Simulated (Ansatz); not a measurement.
# (MgO)1(TiC)3 [001] superlattice, started as rocksalt type: phonons and vibrational spectra, part 2 of 2

Aim: the vibrations of (MgO)1(TiC)3 [001] superlattice, started as rocksalt type, their spectra, and whether the structure is stable.

Ansatz 0.2.0; DFT PBE, scalar-relativistic, plane waves, PAW.

So far. Step 3 (Tight relaxation): The largest force component left is 0.20 meV/Å and the pressure is 0.005 GPa, within the tolerances set. The cell now holds 10.22 Å³/atom. The relaxed cell has a = 3.038, c = 8.860 Å (conventional setting).

The structure was built from a prototype and need not be the compound's stable phase.

### 4. Modes at Γ

The zone centre is the only wavevector solved here; it holds the modes that light can see, as far as symmetry allows. No field response is asked, since the mesh shows no gap.

The input, input.yaml:

```yaml
crystal:
  lattice:
    - [2.1481861133, 2.1481861133, 0.0]
    - [-2.1481861133, 2.1481861133, 0.0]
    - [0.0, 0.0, 8.8595034525]
  atoms:
    - { symbol: C, position: [0.0, 0.0, 0.2551637862] }
    - { symbol: C, position: [0.5, 0.5, 0.5] }
    - { symbol: C, position: [0.0, 0.0, 0.7448362138] }
    - { symbol: Mg, position: [0.0, 0.0, 0.0] }
    - { symbol: O, position: [0.5, 0.5, 0.0] }
    - { symbol: Ti, position: [0.5, 0.5, 0.2563173464] }
    - { symbol: Ti, position: [0.0, 0.0, 0.5] }
    - { symbol: Ti, position: [0.5, 0.5, 0.7436826536] }
kpoints:
  mp_grid: { grid: [12, 12, 4] }
hamiltonian:
  xc: pbe
scf:
  occupations: { method: methfessel_paxton, width: 0.15 }
output:
  eigenvalues: true
phonons:
  method: dfpt
```

On the command line:

```
ansatz run input.yaml --threads 8 --pin off --max-ram 14336MiB --backend cpu --events-out ev --progress --plain --runs-dir out
```

Numbers of over 12 decimals in the logs are rounded to 6 here.

Log:

```text
zone centre: on kpoints.mp_grid the ground state, and the responses unless they are solved on pairs of k-points, stand on 129 of the mesh's 576 k-points, reduced under 4 symmetry operations, with k and −k counted as one. Each operation leaves every solved displacement unchanged or reverses it
[...]
Crystal: 8 atoms, lattice volume = 81.768 Å³
Basis set: ecut = 420 eV, 1589 PW (Γ), exchange–correlation on 48×48×120 points (8 copies of the dense FFT grid, shifted against one another)
Bands: 40, of which v1, the nominal top of the filled ones, is band 32 counted from 1 (31 counted from 0)
Symmetry: 16 space group operations
k-points: 129 of 576 (irreducible under 4 space group operations, time reversal used)
[...]
SCF iter   1: F=—  HF=-10749.909750 eV  |F-HF|=—  |Δ(HF+E_count)|=         —  Δρ=4.08e-3  dr2=1.52e-2  ethr=1.77e-3  ⟨swp⟩=4.7  Hψ=18937  notcnv=0
[...]
SCF iter  12: F=-10749.907369 eV  HF=-10749.907369 eV  |F-HF|=3.64e-12  |Δ(HF+E_count)|=  9.09e-12  S|Δr|=    0.00e0  Δρ=4.36e-8  dr2=2.34e-12  ethr=1.00e-12  ⟨swp⟩=9.0  Hψ=23425  notcnv=0
SCF 1 converged in 12 iterations: F = -10749.907369 eV  dr2 = 2.34e-12
[...]
DFPT response loops at Γ: preconditioner auto → Kerker (q_TF=auto, 2.619 Å⁻¹) (partly filled bands, converged f_vac=0.000); β = 1.00, the filter's whole step (`scf.mixing.beta` (0.50) is not read by the response loops under this deck's `scf.mixing.preconditioner`; to damp them name `kerker` or `kerker_dos`, under which they read `scf.mixing.beta`, and type it under 1.00, their step now; both keys bind the ground state too); Broyden in place of MSR1
SCF converged after 12 iterations
[...]
Free energy (F): -10749.907369 eV
[...]
Internal energy: -10749.908006 eV  (E = F + TS)
E sigma→0 (E₀):  -10749.907528 eV
Entropy (-TS):   0.000637 eV (0.080 meV/atom)
Fermi energy:    13.159565 eV
[...]
--- Band table (eV; the first three rows and the last of 129) ---
  k-point 0: bands = [... 28 lower, 13.1474, 13.3221, 13.3221, 13.4803, 13.6163, 14.5613, 14.5613, 14.8274, ... 4 higher]
  k-point 1: bands = [... 28 lower, 13.1395, 13.1395, 13.3247, 13.3247, 13.4940, 14.4359, 14.4359, 15.0114, ... 4 higher]
  k-point 2: bands = [... 28 lower, 13.1315, 13.1315, 13.3268, 13.3268, 13.5073, 14.3630, 14.3630, 15.1449, ... 4 higher]
  k-point 128: bands = [... 28 lower, 11.5192, 11.8556, 11.8556, 12.5455, 13.4012, 13.4012, 15.0953, 15.0953, ... 4 higher]
--- Phonons (Γ-DFPT): 12 representative perturbations + reference, on 129 of 576 k-points (Σ response iterations 38) ---
  k mesh reduced under 4 symmetry operations, with k and −k counted as one. Each operation leaves every solved displacement unchanged or reverses it
  ASR residual: 6.826e-4 → 0.000e0 eV/Å²; symmetrization residual: 2.101e-6 eV/Å²
  ASR residual per site (eV/Å²): 1.57e-4 3.55e-5 1.57e-4 6.83e-4 5.66e-5 3.92e-4 7.10e-5 3.92e-4
  Γ frequencies (cm⁻¹): 0.00 0.00 0.00 190.47 190.47 191.87 191.87 216.40 256.94 259.95 259.95 317.55 372.28 372.28 388.64 480.75 480.75 500.14 500.14 522.58 522.58 590.68 622.46 646.67
  non-analytic LO–TO correction: not included (Born effective charges unavailable; polar crystals: no LO–TO splitting at Γ)
```

It took 51 s on 8 threads of Intel Xeon Platinum 8488C (Sapphire Rapids), shared host; peak memory 1.9 GiB.

Numbers from this step:

| Item | Value |
| --- | --- |
| sum-rule residual before enforcement | 6.83e-4 eV/Å² |
| point group | 4/mmm |
| highest optical mode at the zone centre (no LO-TO term) | 646.7 cm⁻¹ |
| lowest optical zone-centre mode | 190.5 cm⁻¹ |

Patterns of degenerate modes are one choice out of their space. Modes at Γ, with each element's share of the kinetic energy:

```csv
mode,frequency (cm⁻¹),symmetry,C %,Mg %,O %,Ti %
1,0.0,acoustic,16,11,7,65
2,0.0,acoustic,16,11,7,65
3,0.0,acoustic,16,11,7,65
4,190.5,Eg,12,0,0,88
5,190.5,Eg,12,0,0,88
6,191.9,Eu,2,56,15,27
7,191.9,Eu,2,56,15,27
8,216.4,A2u,4,10,60,26
9,256.9,A1g,9,0,0,91
10,259.9,Eu,2,12,0,86
11,259.9,Eu,2,12,0,86
12,317.6,A2u,4,13,0,83
13,372.3,Eu,2,22,72,4
14,372.3,Eu,2,22,72,4
15,388.6,A2u,4,64,17,15
16,480.8,Eu,84,0,5,11
17,480.8,Eu,84,0,5,11
18,500.1,Eg,88,0,0,12
19,500.1,Eg,88,0,0,12
20,522.6,Eu,93,0,0,7
21,522.6,Eu,93,0,0,7
22,590.7,A2u,85,1,10,4
23,622.5,A2u,87,1,5,7
24,646.7,A1g,91,0,0,9
```

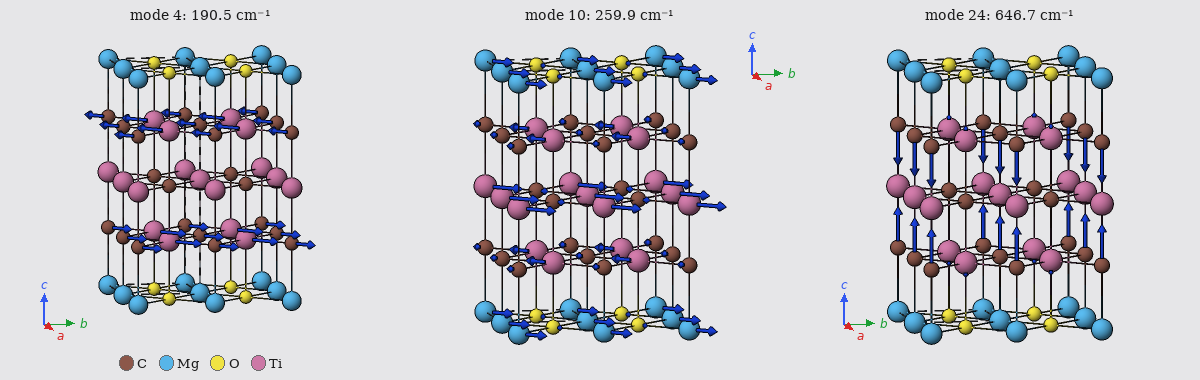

Displacement patterns of modes 4, 10 and 24 at Γ; arrows are exaggerated. 2×2×1 cells are drawn. Some periodic images of atoms are drawn too.

Before it was imposed, the acoustic sum rule was missed by 6.8e-4 eV/Å². Small misses are needed for a sound result but don't prove that mesh and cutoff are converged. The lowest optical mode is real, 190 cm⁻¹.

### 5. Isotope substitution, element C, natural mass 12.011 amu

An isotope changes the mass and not the force constants, so no new electronic calculation is needed; the shifts show which modes move this element.

The same force constants with the mass of C changed from 12.011 to 13.003 u (phonopy, no LO-TO term). Both lists are sorted by frequency; levels can cross, so a row need not hold one and the same mode. Modes under 3 cm⁻¹ are left out. Isotope shifts, by row:

```csv
q,rank,natural mass (cm⁻¹),changed mass (cm⁻¹)
0 0 0,4,190.5,189.5
0 0 0,5,190.5,189.5
0 0 0,6,191.9,191.7
0 0 0,7,191.9,191.7
0 0 0,8,216.4,216
0 0 0,9,256.9,256
0 0 0,10,259.9,259.7
0 0 0,11,259.9,259.7
0 0 0,12,317.6,317.1
0 0 0,13,372.3,371.9
0 0 0,14,372.3,371.9
0 0 0,15,388.6,388
0 0 0,16,480.8,465.1
0 0 0,17,480.8,465.1
0 0 0,18,500.1,483.2
0 0 0,19,500.1,483.2
0 0 0,20,522.6,503.8
0 0 0,21,522.6,503.8
0 0 0,22,590.7,571
0 0 0,23,622.5,601.7
0 0 0,24,646.7,623.7
```

A mode of this element alone would shift by -3.89 %. The highest zone-centre frequency without the field goes from 646.7 to 623.7 cm⁻¹ (-3.5 %). The product of the frequency ratios over all optical modes at Γ is 0.714; the product rule, (m/m′)^(3k/2) (M′/M)^(3/2) with k = 3 such atoms and M the mass of the cell, gives 0.714.

### 6. Isotope substitution, element Mg, natural mass 24.305 amu

The same for Mg, from 24.30 to 25.98 u.

The same force constants with the mass of Mg changed from 24.305 to 25.983 u (phonopy, no LO-TO term). Both lists are sorted by frequency; levels can cross, so a row need not hold one and the same mode. Modes under 3 cm⁻¹ are left out. Isotope shifts, by row:

```csv
q,rank,natural mass (cm⁻¹),changed mass (cm⁻¹)
0 0 0,4,190.5,188.3
0 0 0,5,190.5,188.3
0 0 0,6,191.9,190.5
0 0 0,7,191.9,190.5
0 0 0,8,216.4,215.7
0 0 0,9,256.9,256.9
0 0 0,10,259.9,259
0 0 0,11,259.9,259
0 0 0,12,317.6,316
0 0 0,13,372.3,369.7
0 0 0,14,372.3,369.7
0 0 0,15,388.6,380.7
0 0 0,16,480.8,480.7
0 0 0,17,480.8,480.7
0 0 0,18,500.1,500.1
0 0 0,19,500.1,500.1
0 0 0,20,522.6,522.6
0 0 0,21,522.6,522.6
0 0 0,22,590.7,590.6
0 0 0,23,622.5,622.2
0 0 0,24,646.7,646.7
```

A mode of this element alone would shift by -3.28 %. The highest zone-centre frequency without the field goes from 646.7 to 646.7 cm⁻¹ (+0.0 %). The product of the frequency ratios over all optical modes at Γ is 0.915; the product rule, (m/m′)^(3k/2) (M′/M)^(3/2) with k = 1 such atoms and M the mass of the cell, gives 0.915.

### 7. Another isotope, element O, natural mass 15.999 amu

The same for O, from 16.00 to 18.00 u.

The same force constants with the mass of O changed from 15.999 to 17.999 u (phonopy, no LO-TO term). Both lists are sorted by frequency; levels can cross, so a row need not hold one and the same mode. Modes under 3 cm⁻¹ are left out. Isotope shifts, by row:

```csv
q,rank,natural mass (cm⁻¹),changed mass (cm⁻¹)
0 0 0,4,190.5,190
0 0 0,5,190.5,190
0 0 0,6,191.9,190.5
0 0 0,7,191.9,190.5
0 0 0,8,216.4,208.6
0 0 0,9,256.9,256.9
0 0 0,10,259.9,259.9
0 0 0,11,259.9,259.9
0 0 0,12,317.6,317.6
0 0 0,13,372.3,356.9
0 0 0,14,372.3,356.9
0 0 0,15,388.6,384.9
0 0 0,16,480.8,479.6
0 0 0,17,480.8,479.6
0 0 0,18,500.1,500.1
0 0 0,19,500.1,500.1
0 0 0,20,522.6,522.6
0 0 0,21,522.6,522.6
0 0 0,22,590.7,587.3
0 0 0,23,622.5,620.9
0 0 0,24,646.7,646.7
```

A mode of this element alone would shift by -5.72 %. The highest zone-centre frequency without the field goes from 646.7 to 646.7 cm⁻¹ (+0.0 %). The product of the frequency ratios over all optical modes at Γ is 0.849; the product rule, (m/m′)^(3k/2) (M′/M)^(3/2) with k = 1 such atoms and M the mass of the cell, gives 0.849.

### 8. Isotope substitution, element Ti, natural mass 47.867 amu

The same for Ti, from 47.87 to 49.94 u.

The same force constants with the mass of Ti changed from 47.867 to 49.945 u (phonopy, no LO-TO term). Both lists are sorted by frequency; levels can cross, so a row need not hold one and the same mode. Modes under 3 cm⁻¹ are left out. Isotope shifts, by row:

```csv
q,rank,natural mass (cm⁻¹),changed mass (cm⁻¹)
0 0 0,4,190.5,186.9
0 0 0,5,190.5,186.9
0 0 0,6,191.9,190.8
0 0 0,7,191.9,190.8
0 0 0,8,216.4,215.2
0 0 0,9,256.9,252
0 0 0,10,259.9,255.2
0 0 0,11,259.9,255.2
0 0 0,12,317.6,311.9
0 0 0,13,372.3,372
0 0 0,14,372.3,372
0 0 0,15,388.6,387.5
0 0 0,16,480.8,479.7
0 0 0,17,480.8,479.7
0 0 0,18,500.1,498.9
0 0 0,19,500.1,498.9
0 0 0,20,522.6,521.8
0 0 0,21,522.6,521.8
0 0 0,22,590.7,590.1
0 0 0,23,622.5,621.6
0 0 0,24,646.7,645.5
```

A mode of this element alone would shift by -2.10 %. The highest zone-centre frequency without the field goes from 646.7 to 645.5 cm⁻¹ (-0.2 %). The product of the frequency ratios over all optical modes at Γ is 0.861; the product rule, (m/m′)^(3k/2) (M′/M)^(3/2) with k = 3 such atoms and M the mass of the cell, gives 0.861.

### 9. Summary of results

```
space group after relaxation (within 0.01 Å)            : P4/mmm
volume per atom                                         : 10.2 Å³
electronic character                                    : no gap on this mesh
highest optical mode at the zone centre (no LO-TO term) : 647 cm⁻¹
lowest optical zone-centre mode                         : 190 cm⁻¹
imaginary modes at Γ (the only wavevector solved)       : none
```

**Reading.** The structure is stable against zone-centre distortions, since no mode there is imaginary; other wavevectors were not solved, so zone-boundary instabilities are untested. The optical modes at Γ span 190 to 647 cm⁻¹. No dispersion was computed. The highest mode in this list at Γ, 646.7 cm⁻¹, is mostly motion of C (91 % of the kinetic energy). With no gap, or one that is small against the smearing, the frequencies hang on the k mesh and the smearing, most of all near Kohn anomalies. The starting cell was built on a prototype and not taken from a measurement, so the phase need not exist. These are harmonic frequencies at zero temperature: anharmonic shifts, linewidths and thermal expansion are left out.

[Logs are printed without paths, hosts, clocks, repeated set-up lines and the standing remarks that a program may print on its own settings, such as how far it seeks lower states.]

[Hosts, paths, dates, database ids (printed as entryN), source tags and the programs' standing remarks are cut or masked in the printed files.]
